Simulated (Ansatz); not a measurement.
## Single-point calculation of WHO$_{2}$F$_{3}$

The run: single-point calculation of WHO$_{2}$F$_{3}$. Method and program: RKS CAM-B3LYP-D4/def2-TZVPP (Ansatz 0.2.0).

The geometry comes from this level: PBE0-D4/def2-TZVP.

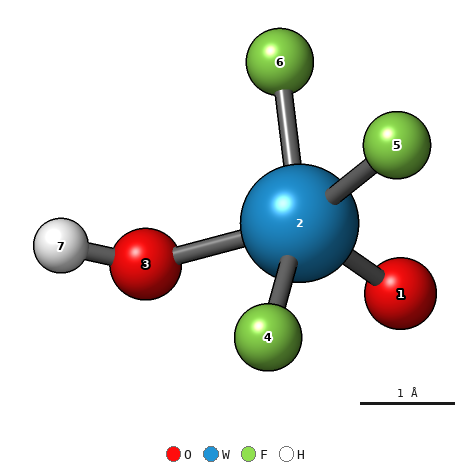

Figure 1. The structure as given in the input (ball-and-stick view, seen at a tilt; atoms are numbered from 1 in the order of the input). Sticks mark near contacts. Bond lengths as drawn: F–W 1.86 Å, H–O 0.96 Å and O–W 1.67 to 1.86 Å.

## Key numbers

```tsv
quantity	value
outcome	converged
total energy	−14095.3790 eV
mean-field energy	−14095.2475 eV
dispersion energy	−0.1315 eV
SCF solution under orbital rotations	stable
HOMO	−12.11 eV
LUMO	−2.17 eV
hardware	4 threads of Intel Xeon @ 2.50GHz, 180 GiB of memory available, shared host
wall time	11 s (CPU time 26 s)
peak memory	0.59 GiB
```

## Input file
```yaml
crystal:
  periodic: [false, false, false]
  atoms:
    - {symbol: O, position_ang: [-1.646950, -0.575134, 0.765462]}
    - {symbol: W, position_ang: [-0.346569, 0.116580, -0.031730]}
    - {symbol: O, position_ang: [1.080144, -0.951339, 0.503521]}
    - {symbol: F, position_ang: [-0.278736, -0.704781, -1.701017]}
    - {symbol: F, position_ang: [-1.053776, 1.542374, -0.989276]}
    - {symbol: F, position_ang: [0.287464, 1.454615, 1.096669]}
    - {symbol: H, position_ang: [2.019624, -0.950314, 0.310671]}
basis:
  gaussian: {orbitals: def2-TZVPP}
hamiltonian: {xc: {name: CAM-B3LYP}, dispersion: d4}
output: {orbitals: {seedname: orbitals}}
```

Launched with:
```bash
ansatz run in.yaml --threads 4 --pin off --events-out ev --progress --plain --max-ram 10444MiB
```

## The program's output
```
Functional definition: CAM-B3LYP
  name "CAM-B3LYP"
  cite "Yanai, Tew & Handy, Chem. Phys. Lett. 393, 51 (2004) doi:10.1016/j.cplett.2004.06.011"
  cite "Iikura, Tsuneda, Yanai & Hirao, J. Chem. Phys. 115, 3540 (2001) doi:10.1063/1.1383587"
  cite "Becke, Phys. Rev. A 38, 3098 (1988) doi:10.1103/PhysRevA.38.3098"
  cite "Lee, Yang & Parr, Phys. Rev. B 37, 785 (1988) doi:10.1103/PhysRevB.37.785"
  cite "Vosko, Wilk & Nusair, Can. J. Phys. 58, 1200 (1980) doi:10.1139/p80-159"
  parameter alpha = 0.19
  parameter beta = 0.46
  parameter omega = 0.33/bohr
  parameter ac = 0.81
  # Exact exchange under (alpha + beta erf(omega r))/r, Becke's under what is left of 1/r.
  exchange = (1 - alpha - beta)*b88_x + beta*b88_x_sr(omega) + alpha*exact_x + beta*exact_x_lr(omega)
  correlation = (1 - ac)*vwn5_c + ac*lyp_c
1196 factors; their error is unknown
242 factors; integrals over basis functions are off by at most 8.8e-6 eV
mean field evaluation 1: about -14076.8079 eV, gradient 1.1e2 eV
mean field evaluation 2: about -13960.4360 eV, gradient 2.8e2 eV
mean field evaluation 4: about -14094.2549 eV, gradient 2.5e1 eV
mean field evaluation 8: about -14095.2024 eV, gradient 1.0e-1 eV
mean field evaluation 16: about -14095.2474 eV, gradient 2.2e-4 eV
mean field -14095.24739277 eV, -517.9907875824 hartree, gradient 2.2e-5 eV, S^2 0.000000; 0 other end points of the search recorded, 0 dependent functions left out
reference -14095.24750833 eV, -517.9907918293 hartree; 29, 29 occupied and 196, 196 virtual orbitals, 1196 factors
Total energy: -14095.37903198 eV, -517.9956252344 hartree
```

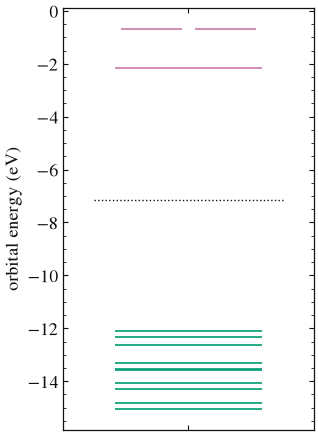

Figure 2. Orbital energies near the frontier; the dotted line parts filled from empty levels, and levels within 0.02 eV of each other stand side by side. Highest filled −12.11 eV, lowest empty −2.17 eV, 9.94 eV apart.
